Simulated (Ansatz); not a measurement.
**SnSiH5O (SMILES [SiH3][O][SnH2]) at UHF/3-21G**

Aim: the electronic atomisation energy of SnSiH5O at UHF/3-21G, from 5 runs. 

The results are computed with Ansatz 0.2.0.

34 further runs of the same task are left out: 34 set aside as unsound or not needed.

### Step 1. The structure to begin with

SnSiH5O has 8 atoms, charge 0, and is taken as a doublet. As SMILES, `[SiH3][O][SnH2]`. The shape is that of a PBE0-D4/def2-TZVP optimisation. This is one conformer, not always the lowest.

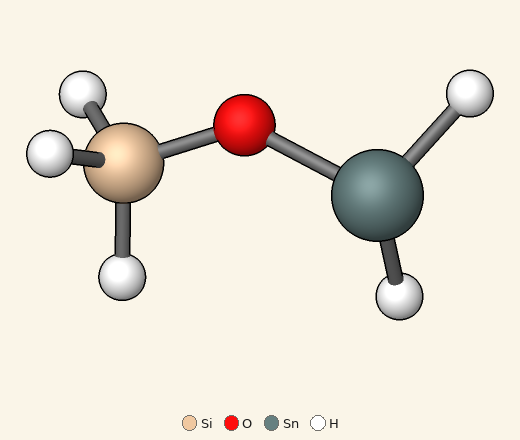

Viewed from a chosen angle; silicon light orange, oxygen red, tin teal, hydrogen white.

### Step 2. A single-point energy at UHF/3-21G

The input, molecule.yaml:

```yaml
crystal:
  periodic: [false, false, false]
  atoms:
    - {symbol: Si, position_ang: [-0.737900, 1.075100, -0.480800]}
    - {symbol: O, position_ang: [0.586900, 0.306200, 0.078800]}
    - {symbol: Sn, position_ang: [0.956500, -1.332100, 1.108000]}
    - {symbol: H, position_ang: [-1.877900, 0.127700, -0.658800]}
    - {symbol: H, position_ang: [-0.424600, 1.696400, -1.794600]}
    - {symbol: H, position_ang: [-1.173500, 2.142300, 0.461900]}
    - {symbol: H, position_ang: [2.665400, -1.489100, 0.950500]}
    - {symbol: H, position_ang: [0.097400, -2.583700, 0.279200]}
basis:
  gaussian: {orbitals: 3-21G-spherical.json}
magnetization: {spin_polarized: true, initial_magnetization: 1}
hamiltonian: {xc: hf}
accuracy: high
output: {orbitals: {seedname: orbitals}}
```

The basis set 3-21G is read from a file made from the Basis Set Exchange's data (not shown).

On the command line:

```bash
$ ansatz run molecule.yaml --threads 1 --pin off --max-ram 3480MiB --events-out events.jsonl --progress --plain --runs-dir runs
```

The program printed:

```text
Warning: RAYON_NUM_THREADS=1 ignored (pool sized by the plan → 1); use --threads N
Functional definition: HF
  name "HF"
  exchange = exact_x
  correlation = 0
1339 factors; integrals over basis functions are off by at most 5.2e-9 eV
mean field evaluation 1: about -173089.5290 eV, gradient 2.5e1 eV
mean field evaluation 2: about -173089.8143 eV, gradient 2.6e1 eV
mean field evaluation 4: about -173092.5210 eV, gradient 1.6e0 eV
mean field evaluation 8: about -173092.5753 eV, gradient 1.8e-1 eV
mean field evaluation 16: about -173092.5765 eV, gradient 7.3e-6 eV
mean field -173092.57647559 eV, -6361.0348591157 hartree, gradient 2.5e-8 eV, S^2 0.752559; 0 other end points of the search recorded, 0 dependent functions left out
reference -173092.57647559 eV, -6361.0348591157 hartree; 39, 38 occupied and 24, 25 virtual orbitals, 1339 factors
Total energy: -173092.57647559 eV, -6361.0348591157 hartree
```

Wall time 2.5 s (1 thread of Arm Neoverse V1, shared host); peak memory 0.24 GiB.

### Step 3. The H atom at the same level

The input, molecule.yaml:

```yaml
crystal:
  periodic: [false, false, false]
  atoms:
    - {symbol: H, position_ang: [0.000000, 0.000000, 0.000000]}
basis:
  gaussian:
    orbitals: 3-21G.json
magnetization:
  spin_polarized: true
  initial_magnetization: 1
hamiltonian:
  xc: hf
accuracy: high
```

The basis set 3-21G is read from a file made from the Basis Set Exchange's data (not shown).

On the command line:

```bash
$ ansatz run molecule.yaml --threads 1 --pin off --max-ram 3480MiB --events-out events.jsonl --progress --plain --runs-dir runs
```

The program printed:

```text
Warning: RAYON_NUM_THREADS=1 ignored (pool sized by the plan → 1); use --threads N
[... 4 set-up lines as earlier in the session ...]
3 factors; integrals over basis functions are off by at most 1.3e-8 eV
mean field evaluation 1: about -13.4868 eV, gradient 1.3e0 eV
mean field evaluation 2: about -13.4868 eV, gradient 1.3e0 eV
mean field evaluation 4: about -13.5023 eV, gradient 2.1e-5 eV
mean field evaluation 8: about -13.5023 eV, gradient 1.0e-12 eV
mean field -13.50225274 eV, -0.4961986360 hartree, gradient 4.5e-8 eV, S^2 0.750000; 0 other end points of the search recorded, 0 dependent functions left out
reference -13.50225274 eV, -0.4961986360 hartree; 1, 0 occupied and 1, 2 virtual orbitals, 3 factors
Total energy: -13.50225274 eV, -0.4961986360 hartree
```

It took 0.04 s on 1 thread of Arm Neoverse V1, shared host.

### Step 4. The O atom at the same level

The input, in.yaml:

```yaml
basis:
  gaussian:
    orbitals: 3-21G.json
crystal:
  periodic: [false, false, false]
  atoms:
    - {symbol: O, position_ang: [0.000000, 0.000000, 0.000000]}
accuracy: high
magnetization:
  spin_polarized: true
  initial_magnetization: 2
hamiltonian:
  xc: hf
```

The basis set 3-21G is read from a file made from the Basis Set Exchange's data (not shown).

On the command line:

```bash
$ ansatz run in.yaml --threads 1 --pin off --max-ram 3480MiB --events-out events.jsonl --progress --plain --runs-dir runs
```

The program printed:

```text
Warning: RAYON_NUM_THREADS=1 ignored (pool sized by the plan → 1); use --threads N
[... 4 set-up lines as earlier in the session ...]
42 factors; integrals over basis functions are off by at most 1.4e-9 eV
mean field evaluation 1: about -2024.2447 eV, gradient 5.2e0 eV
mean field evaluation 2: about -2024.2456 eV, gradient 5.2e0 eV
mean field evaluation 4: about -2024.3533 eV, gradient 4.5e-1 eV
mean field evaluation 8: about -2024.3545 eV, gradient 8.4e-7 eV
mean field evaluation 16: about -2024.3543 eV, gradient 2.2e-1 eV
mean field -2024.35454065 eV, -74.3936572123 hartree, gradient 1.5e-8 eV, S^2 2.001100; 0 other end points of the search recorded, 0 dependent functions left out
reference -2024.35454065 eV, -74.3936572123 hartree; 5, 3 occupied and 4, 6 virtual orbitals, 42 factors
Total energy: -2024.35454065 eV, -74.3936572123 hartree
```

It took 0.04 s on 1 thread of Arm Neoverse V1, shared host.

### Step 5. The Si atom

The input, in.yaml:

```yaml
crystal:
  periodic: [false, false, false]
  atoms:
    - {symbol: Si, position_ang: [0.000000, 0.000000, 0.000000]}
basis:
  gaussian:
    orbitals: 3-21G.json
magnetization:
  spin_polarized: true
  initial_magnetization: 2
hamiltonian:
  xc: hf
accuracy: high
```

The basis set 3-21G is read from a file made from the Basis Set Exchange's data (not shown).

Run the same way, it converges to -287.34443 Eh (log not shown).

### Step 6. The Sn atom at the same level

The input, job.yaml:

```yaml
basis:
  gaussian:
    orbitals: 3-21G-spherical.json
crystal:
  periodic: [false, false, false]
  atoms:
    - {symbol: Sn, position_ang: [0.000000, 0.000000, 0.000000]}
magnetization:
  spin_polarized: true
  initial_magnetization: 2
hamiltonian:
  xc: hf
accuracy: high
```

The basis set 3-21G is read from a file made from the Basis Set Exchange's data (not shown).

Run the same way, it converges to -5996.26828 Eh (log not shown).

### Step 7. Summary of results

At UHF/3-21G:

| quantity | value |
| --- | --- |
| molecule: total energy | -6361.03486 Eh |
| molecule: HOMO energy (highest over α and β) | -8.69 eV |
| molecule: LUMO energy (lowest over α and β) | 0.12 eV |
| molecule: ⟨S²⟩ | 0.753 |
| H atom: total energy | -0.49620 Eh |
| H atom: ⟨S²⟩ | 0.750 |
| O atom: total energy | -74.39366 Eh |
| O atom: ⟨S²⟩ | 2.001 |
| Si atom: total energy | -287.34443 Eh |
| Si atom: ⟨S²⟩ | 2.000 |
| Sn atom: total energy | -5996.26828 Eh |
| Sn atom: ⟨S²⟩ | 2.001 |
| electronic atomisation energy | 14.898 eV |

**Reading.** Taking the molecule apart into free atoms costs 14.90 eV (1437 kJ/mol), before zero-point energy and without spin-orbit coupling. Hartree–Fock lacks the correlation of the bonding pairs, which as a rule makes this value much too low; in minimal bases other errors can mask that. The basis has no polarisation functions, which makes bonds too weak. Relativity is left out (molecule) although the molecule holds a heavy atom. Relativity is left out (Sn atom) although the molecule holds a heavy atom.
